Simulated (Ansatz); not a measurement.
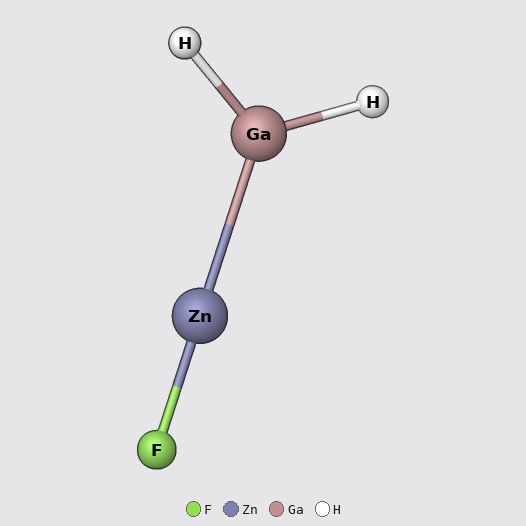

Every bond is drawn as one stick, whatever its order.

The geometry was computed by an optimisation with PBE0-D4/def2-TZVP.

Description:

It has 5 atoms: 1 fluorine, 1 gallium, 2 hydrogen and 1 zinc (FGaH2Zn). As SMILES it reads `[F][Zn][GaH2]`. All atoms lie on one plane. Coordination: 1 Zn linear; 1 Ga trigonal planar.

The parts below concern this one geometry. Atoms keep their numbers from picture to picture.

**Shape**

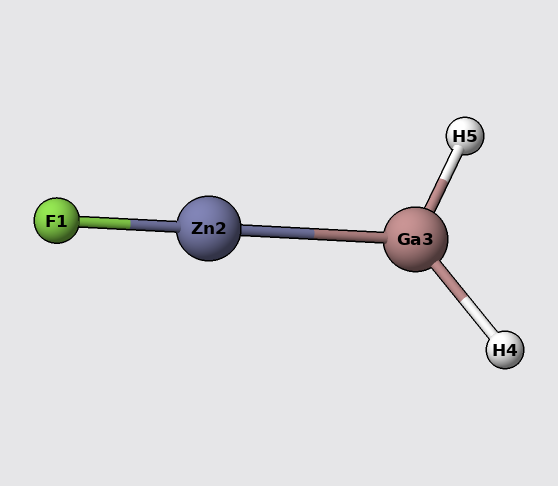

Numbered structure.

Give the bond lengths.

```csv
bond,length (Å)
F1–Zn2,1.769
Zn2–Ga3,2.409
Ga3–H4,1.573
Ga3–H5,1.573
```

**Vibrations**

Harmonic vibrations computed with RKS PBE0-D4/def2-TZVP (Ansatz 0.2.0) at a stationary point of the same level.

List the wavenumbers.

9 modes: 99, 100, 225, 380, 543, 639, 756, 1951, 1958 cm⁻¹.

**Levels of theory compared**

Program: Ansatz 0.2.0.

Compare HOMO energy (eV), dipole (D) at these levels: B3LYP-D4/def2-TZVPP; PBE-D4/def2-TZVPP; r2SCAN-D4/def2-TZVPP; ωB97M-V/def2-TZVPP.

| level | HOMO energy (eV) | dipole (D) |
| --- | --- | --- |
| B3LYP-D4/def2-TZVPP | −7.66 | 2.81 |
| PBE-D4/def2-TZVPP | −6.82 | 2.70 |
| r2SCAN-D4/def2-TZVPP | −7.08 | 2.71 |
| ωB97M-V/def2-TZVPP | −9.84 | 2.65 |

**Charges**

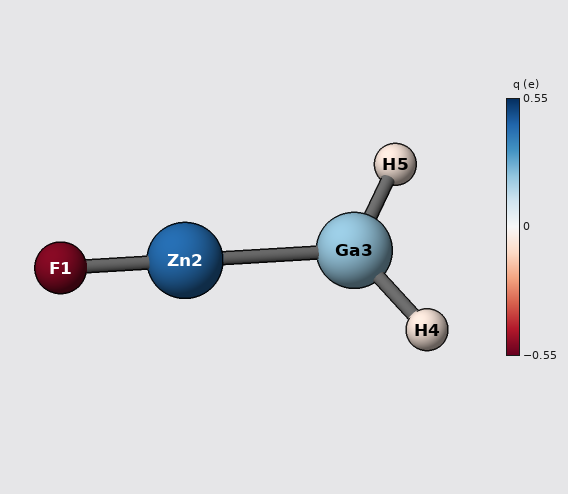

Atoms are coloured by their Mulliken charges. Level of theory: RKS r2SCAN-D4/def2-TZVPP (Ansatz 0.2.0).

Which atom carries the highest charge (most positive or least negative)?

Zn2 (0.42 e).

And the lowest?

F1 (−0.50 e).

Give the Mulliken charges atom by atom.

```json
{"atom": "F1", "value (e)": "−0.50"}
{"atom": "Zn2", "value (e)": "0.42"}
{"atom": "Ga3", "value (e)": "0.21"}
{"atom": "H4", "value (e)": "−0.06"}
{"atom": "H5", "value (e)": "−0.06"}
```

Mulliken values depend strongly on the basis set and can even reverse the polarity of a bond.
